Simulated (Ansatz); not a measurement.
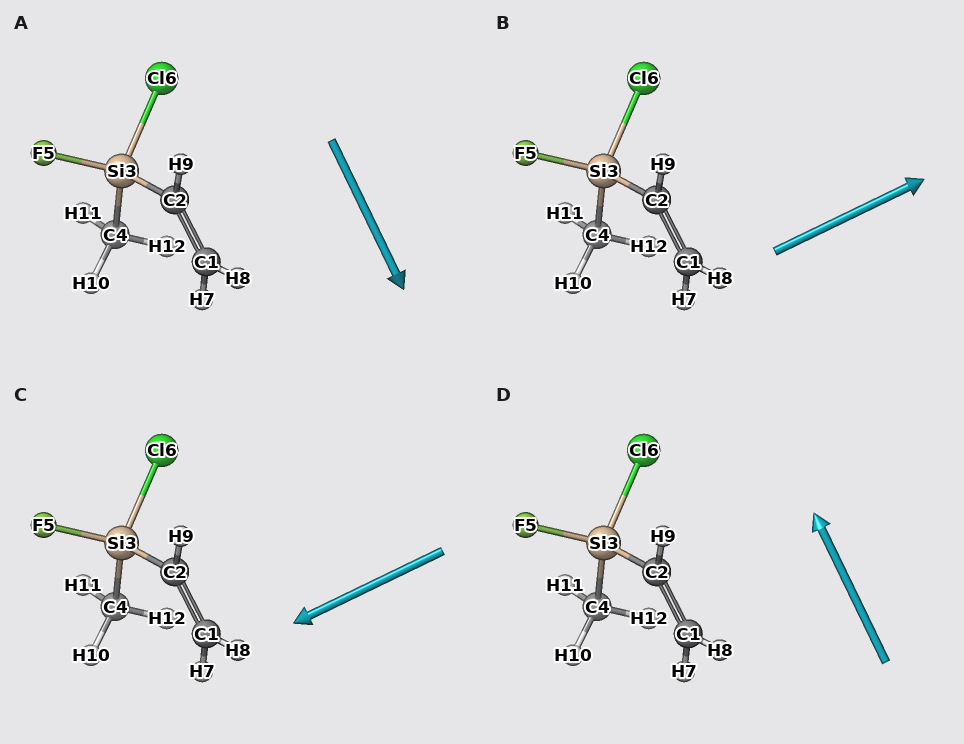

The same molecule four times, each with an arrow. Computed geometry: PBE-D4/def2-SVP optimisation. No frequency run is at hand to confirm it as a minimum. Method: RKS PBE-D4/def2-SVP (Ansatz 0.2.0).

Which arrow points along the dipole moment, from the negative to the positive end?

Answer. A. The dipole moment is 2.57 D; it points from the side of Cl6 to the side of H7, H8 (the outermost atoms at the two ends).
